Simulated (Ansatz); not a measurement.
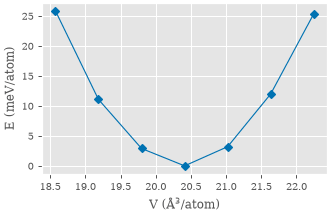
Fig. 1. GeS in space group P-6m2 (No. 187; Ge on 1a, S on 1f) under volume change, PBE in the plane-wave PAW code Ansatz, shape and atoms relaxed at each volume.

What does a third-order Birch–Murnaghan fit give for V₀, B₀ and B′?

V₀ = 20.36 Å³/atom, B₀ = 49.4 GPa, B′ = 1.5.

The cell is a constructed one: a structure type filled with these elements; neither database checked (COD, Materials Project) lists it. COD files the formula under space group No. 62, so this cell is another polymorph or a model. Whether it is the stable phase at ambient conditions was not checked. The cell was relaxed with PBE under the symmetry of its start; its stability against distortions is not shown here.

Potentials: the later of the program's two PAW sets.
